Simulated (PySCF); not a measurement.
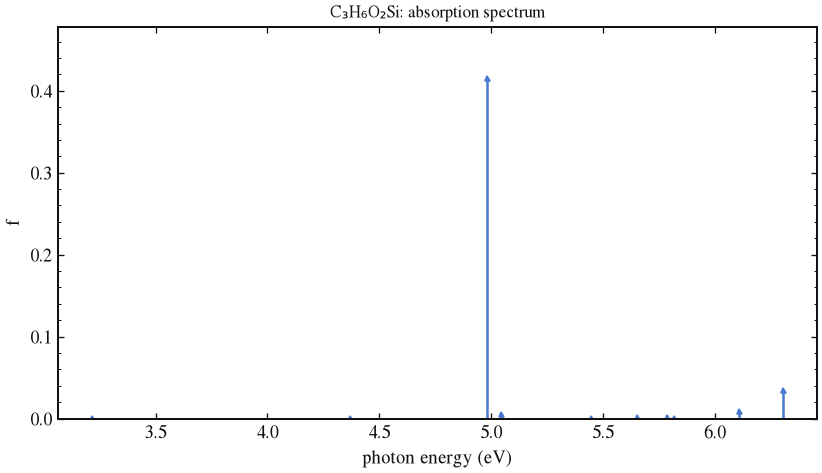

Computed absorption of C₃H₆O₂Si, SMILES O=C/C=C/O[SiH3]. Vertical TDDFT excitations, PBE/def2-SVPD with PySCF, at a PBE0-D3(BJ)/def2-SVP geometry (no frequency check), gas phase. The lowest 10 singlet states are shown.

### Where is the lowest singlet, and is it bright?

S1 lies at 3.22 eV (385 nm) with f = 0.000, mainly HOMO → LUMO (100 %); it is dark or nearly so.

### Which of the computed transitions is the brightest, and what character does the calculation give it?

S3 at 4.98 eV (249 nm), f = 0.415, mainly HOMO−1 → LUMO (89 %).

Caveats: states above the negative HOMO energy depend on the basis; one conformer of a flexible molecule; core orbitals are frozen in the response.
